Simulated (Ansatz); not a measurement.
# BClH₃S+: an energy map over angle Cl3–B2–S1 and angle H4–S1–H5

How does the energy of BClH3S, SMILES [SH2+]BCl, charge +1 change over two coordinates at once? A grid of runs gives the map.

Method: RKS B3LYP-D4/def2-TZVP; program: Ansatz 0.2.0.

## Step 1: The starting structure

SMILES `[SH2+]BCl`, 6 atoms, charge 1, spin multiplicity 1.

Atoms are counted from 1 here; the program's logs count them from 0.

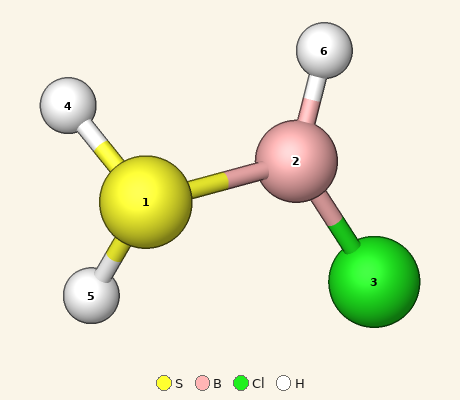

Start geometry, drawn with sulfur yellow, boron pink, chlorine green, hydrogen white; atoms are numbered from 1 in the order of the file.

Geometry (Å):

```xyz
6

S    -0.9146    0.1297   -0.6747
B     0.4555   -0.5511    0.5367
Cl    1.9638   -0.9535   -0.1126
H    -1.3926    1.1540    0.1027
H    -0.1662    0.9146   -1.5148
H     0.0540   -0.6938    1.6626
```

This geometry comes from a loose relaxation at PBE in a small basis, which is not shown.

## Step 2: Geometry optimisation

The input, input.yaml:

```yaml
crystal:
  periodic: [false, false, false]
  atoms:
    - { symbol: S, position_ang: [-0.914596, 0.129705, -0.674663] }
    - { symbol: B, position_ang: [0.455523, -0.551094, 0.536721] }
    - { symbol: Cl, position_ang: [1.96381, -0.953474, -0.112613] }
    - { symbol: H, position_ang: [-1.392593, 1.15402, 0.102724] }
    - { symbol: H, position_ang: [-0.166195, 0.914617, -1.51477] }
    - { symbol: H, position_ang: [0.054042, -0.693783, 1.662601] }
total_charge: 1
basis:
  gaussian: { orbitals: def2-TZVP }
hamiltonian:
  xc: { name: B3LYP }
  dispersion: d4
output:
  forces: true
relax:
  f_tol: 0.003
  max_steps: 120
```

On the command line:

```bash
> ansatz run input.yaml --threads 1 --pin off --max-ram 2560MiB --backend cpu --events-out ev --progress --plain --runs-dir out
```

What it wrote, shortened:

```text
Warning: RAYON_NUM_THREADS=1 ignored (pool sized by the plan → 1); use --threads N
[...]
Functional definition: B3LYP
[...]
835 factors; their error is unknown
[...]
mean field -24078.09485158 eV, -884.8536650766 hartree, gradient 2.2e-5 eV, S^2 0.000000; 0 other end points of the search recorded, 0 dependent functions left out
[...]
reference -24078.09508694 eV, -884.8536737259 hartree; 20, 20 occupied and 103, 103 virtual orbitals, 835 factors
relax step   1: F+E_penalty+E_count = -24078.25692864 eV  Δ(F+E_penalty+E_count) = +0.000e0 eV  max|allowed force component| = 5.841e-1 eV/Å  Δτ_max = 0.0000 Å  (26 SCF iters, accepted)
[...]
relax step   7: F+E_penalty+E_count = -24078.27614266 eV  Δ(F+E_penalty+E_count) = -6.432e-6 eV  max|allowed force component| = 3.332e-3 eV/Å  Δτ_max = 0.0024 Å  (23 SCF iters, accepted)
[...]
relax step   8: F+E_penalty+E_count = -24078.27614455 eV  Δ(F+E_penalty+E_count) = -1.885e-6 eV  max|allowed force component| = 3.835e-4 eV/Å  Δτ_max = 0.0009 Å  (22 SCF iters, accepted)
835 factors; their error is unknown
[...]
mean field -24078.11341645 eV, -884.8543473231 hartree, gradient 1.7e-5 eV, S^2 0.000000; 1 other end points of the search recorded, 0 dependent functions left out
[...]
reference -24078.11365030 eV, -884.8543559168 hartree; 20, 20 occupied and 103, 103 virtual orbitals, 835 factors
Total energy: -24078.27637840 eV, -884.8603360641 hartree
Atom 0 at    -0.909646     0.131484    -0.678678 Å, force     0.000060     0.000186    -0.000004 eV/Å
Atom 1 at     0.451765    -0.546317     0.536914 Å, force     0.000039     0.000092    -0.000146 eV/Å
Atom 2 at     1.944796    -0.966571    -0.117040 Å, force     0.000102    -0.000100    -0.000194 eV/Å
Atom 3 at    -1.401322     1.128652     0.091630 Å, force     0.000132    -0.000275    -0.000184 eV/Å
Atom 4 at    -0.154708     0.919522    -1.476947 Å, force    -0.000124     0.000043     0.000145 eV/Å
Atom 5 at     0.069107    -0.666779     1.644121 Å, force    -0.000208     0.000055     0.000384 eV/Å
Dipole moment:    -0.675046     0.550004    -0.051356 e Å
```

Run time: 17 s. Hardware: 1 thread of INTEL XEON PLATINUM 8581C at 2.30GHz (Emerald Rapids), shared host; peak memory 0.23 GiB.

Step by step:

| step | energy from step 1 (eV) | largest force component (eV/Å) |
| --- | --- | --- |
| 1 | 0.0000 | 0.5841 |
| 2 | -0.0168 | 0.2439 |
| 3 | -0.0191 | 0.0366 |
| 4 | -0.0189 | 0.0549 |
| 5 | -0.0192 | 0.0138 |
| 6 | -0.0192 | 0.0078 |
| 7 | -0.0192 | 0.0033 |
| 8 | -0.0192 | 0.0004 |

Distances of close pairs at the start and the end, largest changes first:

| bond | before (Å) | after (Å) | change (Å) |
| --- | --- | --- | --- |
| B2–H6 | 1.204 | 1.178 | -0.026 |
| S1–H5 | 1.372 | 1.352 | -0.020 |
| S1–H4 | 1.372 | 1.353 | -0.019 |
| B2–Cl3 | 1.691 | 1.683 | -0.007 |
| S1–B2 | 1.951 | 1.947 | -0.005 |

## Step 3: Plan of the scan

First coordinate, angle Cl3–B2–S1: 15 values from 82.7 to 152.7 °. Second coordinate, angle H4–S1–H5: 15 values from 71.3 to 121.3 °.

Nothing else is relaxed (all other coordinates rigid). Energies count from the relaxed molecule at the same level.

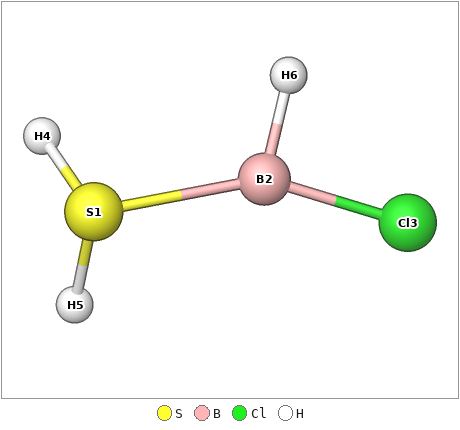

The geometry at angle Cl3–B2–S1 = 152.7°, angle H4–S1–H5 = 89.1°.

Of the runs on the grid, 3 are shown in the steps below; the others differ only in the two coordinates.

## Step 4: Point angle Cl3–B2–S1 = 152.7°, angle H4–S1–H5 = 89.1°

The input, input.yaml:

```yaml
crystal:
  periodic: [false, false, false]
  atoms:
    - { symbol: S, position_ang: [-0.909646, 0.131484, -0.678678] }
    - { symbol: B, position_ang: [0.451765, -0.546317, 0.536914] }
    - { symbol: Cl, position_ang: [1.987781, -1.143715, 0.879232] }
    - { symbol: H, position_ang: [-1.309174, 1.233794, -0.004323] }
    - { symbol: H, position_ang: [-0.154708, 0.919522, -1.476947] }
    - { symbol: H, position_ang: [0.069107, -0.666779, 1.644121] }
total_charge: 1
basis:
  gaussian: { orbitals: def2-TZVP }
hamiltonian:
  xc: { name: B3LYP }
  dispersion: d4
output:
  forces: true
```

On the command line:

```bash
> ansatz run input.yaml --threads 1 --pin off --max-ram 2560MiB --backend cpu --events-out ev --progress --plain --runs-dir out
```

What it wrote, shortened:

```text
Warning: RAYON_NUM_THREADS=1 ignored (pool sized by the plan → 1); use --threads N
[...]
[... 1 set-up line as earlier in the session ...]
[...]
835 factors; their error is unknown
[...]
mean field -24076.94970318 eV, -884.8115816493 hartree, gradient 6.1e-5 eV, S^2 0.000000; 0 other end points of the search recorded, 0 dependent functions left out
[...]
reference -24076.94994002 eV, -884.8115903529 hartree; 20, 20 occupied and 103, 103 virtual orbitals, 835 factors
Total energy: -24077.10106565 eV, -884.8171441173 hartree
Atom 0 at    -0.909646     0.131484    -0.678678 Å, force     1.081847     0.056157    -0.460330 eV/Å
Atom 1 at     0.451765    -0.546317     0.536914 Å, force    -0.540103    -0.219758     2.669941 eV/Å
Atom 2 at     1.987781    -1.143715     0.879232 Å, force     1.349549    -0.040068    -2.002248 eV/Å
Atom 3 at    -1.309174     1.233794    -0.004323 Å, force     0.002914    -0.256284     0.527351 eV/Å
Atom 4 at    -0.154708     0.919522    -1.476947 Å, force     0.014670    -0.207330    -0.440200 eV/Å
Atom 5 at     0.069107    -0.666779     1.644121 Å, force    -1.908878     0.667283    -0.294514 eV/Å
Dipole moment:    -0.718598     0.642294    -0.448393 e Å
```

It took 1.8 s on 1 thread of INTEL XEON PLATINUM 8581C at 2.30GHz (Emerald Rapids), shared host; peak memory 0.21 GiB.

On the map this point reads 113 kJ/mol.

## Step 5: Point angle Cl3–B2–S1 = 122.7°, angle H4–S1–H5 = 96.3°

Changes to input.yaml since step 4:

```diff
@@ -5,4 +5,4 @@
     - { symbol: B, position_ang: [0.451765, -0.546317, 0.536914] }
-    - { symbol: Cl, position_ang: [1.987781, -1.143715, 0.879232] }
-    - { symbol: H, position_ang: [-1.309174, 1.233794, -0.004323] }
+    - { symbol: Cl, position_ang: [1.986814, -1.003551, 0.019253] }
+    - { symbol: H, position_ang: [-1.401474, 1.128458, 0.091785] }
     - { symbol: H, position_ang: [-0.154708, 0.919522, -1.476947] }
```

On the command line:

```bash
> ansatz run input.yaml --threads 1 --pin off --max-ram 2560MiB --backend cpu --events-out ev --progress --plain --runs-dir out
```

What it wrote, shortened:

```text
Warning: RAYON_NUM_THREADS=1 ignored (pool sized by the plan → 1); use --threads N
[...]
[... 1 set-up line as earlier in the session ...]
[...]
835 factors; their error is unknown
[...]
mean field -24078.09096280 eV, -884.8535221665 hartree, gradient 2.1e-5 eV, S^2 0.000000; 0 other end points of the search recorded, 0 dependent functions left out
[...]
reference -24078.09119733 eV, -884.8535307854 hartree; 20, 20 occupied and 103, 103 virtual orbitals, 835 factors
Total energy: -24078.25193413 eV, -884.8594377541 hartree
Atom 0 at    -0.909646     0.131484    -0.678678 Å, force     0.192920    -0.083896    -0.077583 eV/Å
Atom 1 at     0.451765    -0.546317     0.536914 Å, force     0.091114    -0.099754     0.389582 eV/Å
Atom 2 at     1.986814    -1.003551     0.019253 Å, force    -0.127952     0.110228    -0.287068 eV/Å
Atom 3 at    -1.401474     1.128458     0.091785 Å, force     0.043676    -0.009680     0.034261 eV/Å
Atom 4 at    -0.154708     0.919522    -1.476947 Å, force    -0.012645     0.014056    -0.028877 eV/Å
Atom 5 at     0.069107    -0.666779     1.644121 Å, force    -0.187112     0.069046    -0.030314 eV/Å
Dipole moment:    -0.698309     0.569243    -0.108890 e Å
```

Run time: 1.7 s. Hardware: 1 thread of INTEL XEON PLATINUM 8581C at 2.30GHz (Emerald Rapids), shared host; peak memory 0.22 GiB.

That is 2.4 kJ/mol from the zero.

## Step 6: Grid point angle Cl3–B2–S1 = 117.7°, angle H4–S1–H5 = 96.3°

Changes to input.yaml since step 5:

```diff
@@ -5,3 +5,3 @@
     - { symbol: B, position_ang: [0.451765, -0.546317, 0.536914] }
-    - { symbol: Cl, position_ang: [1.986814, -1.003551, 0.019253] }
+    - { symbol: Cl, position_ang: [1.944955, -0.9667, -0.116592] }
     - { symbol: H, position_ang: [-1.401474, 1.128458, 0.091785] }
```

On the command line:

```bash
> ansatz run input.yaml --threads 1 --pin off --max-ram 2560MiB --backend cpu --events-out ev --progress --plain --runs-dir out
```

What it wrote, shortened:

```text
Warning: RAYON_NUM_THREADS=1 ignored (pool sized by the plan → 1); use --threads N
[...]
[... 1 set-up line as earlier in the session ...]
[...]
835 factors; their error is unknown
[...]
mean field -24078.11342263 eV, -884.8543475500 hartree, gradient 2.1e-5 eV, S^2 0.000000; 0 other end points of the search recorded, 0 dependent functions left out
[...]
reference -24078.11365639 eV, -884.8543561408 hartree; 20, 20 occupied and 103, 103 virtual orbitals, 835 factors
Total energy: -24078.27637764 eV, -884.8603360363 hartree
Atom 0 at    -0.909646     0.131484    -0.678678 Å, force     0.000713    -0.001046    -0.000014 eV/Å
Atom 1 at     0.451765    -0.546317     0.536914 Å, force     0.000333    -0.000336     0.001045 eV/Å
Atom 2 at     1.944955    -0.966700    -0.116592 Å, force    -0.000451     0.000345    -0.001120 eV/Å
Atom 3 at    -1.401474     1.128458     0.091785 Å, force     0.000613     0.000143    -0.000599 eV/Å
Atom 4 at    -0.154708     0.919522    -1.476947 Å, force    -0.000410     0.000617     0.000424 eV/Å
Atom 5 at     0.069107    -0.666779     1.644121 Å, force    -0.000798     0.000278     0.000264 eV/Å
Dipole moment:    -0.675165     0.550069    -0.051536 e Å
```

It took 1.8 s on 1 thread of INTEL XEON PLATINUM 8581C at 2.30GHz (Emerald Rapids), shared host; peak memory 0.21 GiB.

On the map this point reads 0 kJ/mol.

## Step 7: The map

225 points were computed. Energies in kJ/mol, from the relaxed molecule at the same level:

| angle H4–S1–H5 (°) ↓, angle Cl3–B2–S1 (°) → | 82.7 | 87.7 | 92.7 | 97.7 | 102.7 | 107.7 | 112.7 | 117.7 | 122.7 | 127.7 | 132.7 | 137.7 | 142.7 | 147.7 | 152.7 |
| --- | --- | --- | --- | --- | --- | --- | --- | --- | --- | --- | --- | --- | --- | --- | --- |
| 121.3 | 226 | 165 | 121 | 89 | 67 | 53 | 44 | 41 | 43 | 50 | 61 | 76 | 96 | 120 | 149 |
| 117.7 | 215 | 154 | 110 | 78 | 56 | 42 | 33 | 31 | 33 | 39 | 50 | 65 | 85 | 109 | 139 |
| 114.1 | 205 | 144 | 100 | 68 | 47 | 32 | 24 | 21 | 24 | 30 | 41 | 56 | 76 | 101 | 130 |
| 110.6 | 198 | 137 | 92 | 61 | 39 | 25 | 17 | 14 | 16 | 23 | 34 | 49 | 69 | 93 | 123 |
| 107.0 | 192 | 130 | 86 | 55 | 33 | 18 | 10 | 8 | 10 | 17 | 28 | 43 | 63 | 87 | 117 |
| 103.4 | 188 | 126 | 82 | 50 | 28 | 14 | 6 | 3 | 6 | 13 | 24 | 39 | 59 | 83 | 113 |
| 99.9 | 186 | 124 | 79 | 47 | 26 | 11 | 3 | 1 | 3 | 10 | 21 | 37 | 56 | 81 | 110 |
| 96.3 | 186 | 123 | 78 | 47 | 25 | 10 | 2 | 0 | 2 | 9 | 20 | 36 | 56 | 80 | 110 |
| 92.7 | 187 | 125 | 80 | 48 | 26 | 11 | 3 | 1 | 3 | 10 | 21 | 37 | 57 | 81 | 111 |
| 89.1 | 191 | 128 | 83 | 51 | 28 | 14 | 6 | 4 | 6 | 13 | 24 | 40 | 59 | 84 | 113 |
| 85.6 | 197 | 133 | 88 | 55 | 33 | 19 | 11 | 8 | 11 | 17 | 29 | 44 | 64 | 88 | 118 |
| 82.0 | 205 | 141 | 95 | 62 | 40 | 25 | 17 | 15 | 17 | 24 | 35 | 51 | 70 | 95 | 124 |
| 78.4 | 216 | 150 | 104 | 71 | 48 | 34 | 25 | 23 | 25 | 32 | 43 | 59 | 79 | 103 | 133 |
| 74.9 | 227 | 162 | 115 | 81 | 58 | 44 | 35 | 33 | 35 | 42 | 53 | 69 | 89 | 113 | 143 |
| 71.3 | 242 | 175 | 128 | 94 | 71 | 56 | 47 | 45 | 47 | 54 | 65 | 81 | 101 | 125 | 155 |

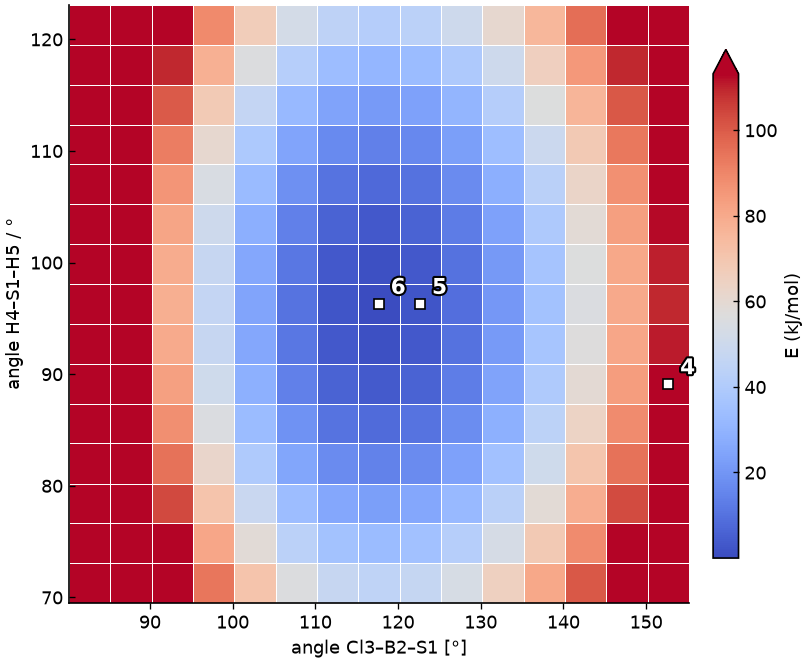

The map; numbers mark the steps of this session that print a point's run. In the figure: one coloured cell a grid point, one colour for all values above the top of the scale.

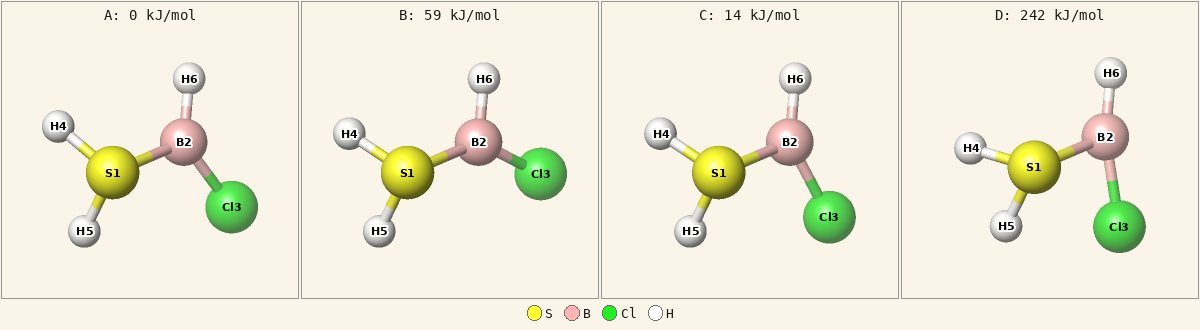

Structures on the grid, at one scale: A at angle Cl3–B2–S1 = 117.7°, angle H4–S1–H5 = 96.3°; B at angle Cl3–B2–S1 = 142.7°, angle H4–S1–H5 = 89.1°; C at angle Cl3–B2–S1 = 107.7°, angle H4–S1–H5 = 89.1°; D at angle Cl3–B2–S1 = 82.7°, angle H4–S1–H5 = 71.3°.

On the same grid, largest force on an atom (eV/Å):

| angle H4–S1–H5 (°) ↓, angle Cl3–B2–S1 (°) → | 82.7 | 87.7 | 92.7 | 97.7 | 102.7 | 107.7 | 112.7 | 117.7 | 122.7 | 127.7 | 132.7 | 137.7 | 142.7 | 147.7 | 152.7 |
| --- | --- | --- | --- | --- | --- | --- | --- | --- | --- | --- | --- | --- | --- | --- | --- |
| 121.3 | 6.0 | 4.3 | 3.1 | 2.3 | 2.2 | 2.2 | 2.2 | 2.3 | 2.4 | 2.5 | 2.5 | 2.6 | 2.7 | 2.8 | 2.9 |
| 117.7 | 5.9 | 4.3 | 3.1 | 2.2 | 1.9 | 1.9 | 1.9 | 2.0 | 2.0 | 2.1 | 2.2 | 2.3 | 2.4 | 2.5 | 2.5 |
| 114.1 | 5.9 | 4.3 | 3.1 | 2.1 | 1.6 | 1.5 | 1.6 | 1.6 | 1.7 | 1.8 | 1.9 | 2.0 | 2.0 | 2.2 | 2.6 |
| 110.6 | 5.9 | 4.3 | 3.1 | 2.1 | 1.4 | 1.2 | 1.2 | 1.3 | 1.4 | 1.4 | 1.5 | 1.6 | 1.9 | 2.2 | 2.6 |
| 107.0 | 5.9 | 4.3 | 3.1 | 2.1 | 1.4 | 0.9 | 0.9 | 0.9 | 1.0 | 1.1 | 1.2 | 1.5 | 1.9 | 2.3 | 2.6 |
| 103.4 | 6.0 | 4.3 | 3.1 | 2.1 | 1.4 | 0.9 | 0.6 | 0.6 | 0.7 | 0.8 | 1.2 | 1.6 | 1.9 | 2.3 | 2.6 |
| 99.9 | 6.0 | 4.3 | 3.1 | 2.1 | 1.4 | 0.9 | 0.4 | 0.3 | 0.4 | 0.8 | 1.2 | 1.6 | 2.0 | 2.3 | 2.7 |
| 96.3 | 6.0 | 4.3 | 3.1 | 2.1 | 1.4 | 0.8 | 0.4 | 0.0 | 0.4 | 0.8 | 1.2 | 1.6 | 2.0 | 2.3 | 2.7 |
| 92.7 | 6.0 | 4.3 | 3.1 | 2.1 | 1.4 | 0.8 | 0.4 | 0.3 | 0.4 | 0.9 | 1.3 | 1.6 | 2.0 | 2.4 | 2.7 |
| 89.1 | 6.0 | 4.3 | 3.1 | 2.1 | 1.4 | 0.9 | 0.6 | 0.5 | 0.5 | 0.9 | 1.3 | 1.7 | 2.0 | 2.4 | 2.7 |
| 85.6 | 6.1 | 4.4 | 3.1 | 2.1 | 1.4 | 1.0 | 0.9 | 0.8 | 0.7 | 0.9 | 1.3 | 1.7 | 2.1 | 2.4 | 2.8 |
| 82.0 | 6.1 | 4.4 | 3.1 | 2.1 | 1.5 | 1.2 | 1.0 | 0.9 | 0.9 | 0.9 | 1.3 | 1.7 | 2.1 | 2.5 | 2.8 |
| 78.4 | 6.2 | 4.4 | 3.1 | 2.2 | 1.6 | 1.4 | 1.2 | 1.2 | 1.2 | 1.2 | 1.4 | 1.8 | 2.1 | 2.5 | 2.8 |
| 74.9 | 6.2 | 4.5 | 3.2 | 2.2 | 1.7 | 1.5 | 1.4 | 1.4 | 1.4 | 1.4 | 1.4 | 1.8 | 2.2 | 2.5 | 2.8 |
| 71.3 | 6.3 | 4.5 | 3.2 | 2.2 | 1.8 | 1.6 | 1.6 | 1.6 | 1.6 | 1.6 | 1.6 | 1.8 | 2.2 | 2.5 | 2.8 |

## Step 8: What came out

| quantity | value |
| --- | --- |
| lowest point | angle Cl3–B2–S1 = 117.7°, angle H4–S1–H5 = 96.3°, 0 kJ/mol |
| highest computed point | angle Cl3–B2–S1 = 82.7°, angle H4–S1–H5 = 71.3°, 242 kJ/mol above the lowest |
| largest force on an atom (eV/Å) | 0.0 at angle Cl3–B2–S1 = 117.7°, angle H4–S1–H5 = 96.3° to 6.3 at angle Cl3–B2–S1 = 82.7°, angle H4–S1–H5 = 71.3°; 0.0 at the lowest point |
| time for the whole task | 7.4 min on 1 thread, shared host |

In words: The lowest computed point is at angle Cl3–B2–S1 = 117.7°, angle H4–S1–H5 = 96.3°, 0 kJ/mol from the relaxed molecule at the same level. No other kind of well shows on this grid. The highest computed point, angle Cl3–B2–S1 = 82.7°, angle H4–S1–H5 = 71.3°, lies 242 kJ/mol above the lowest. Round the minimum the two coordinates are nearly uncoupled.
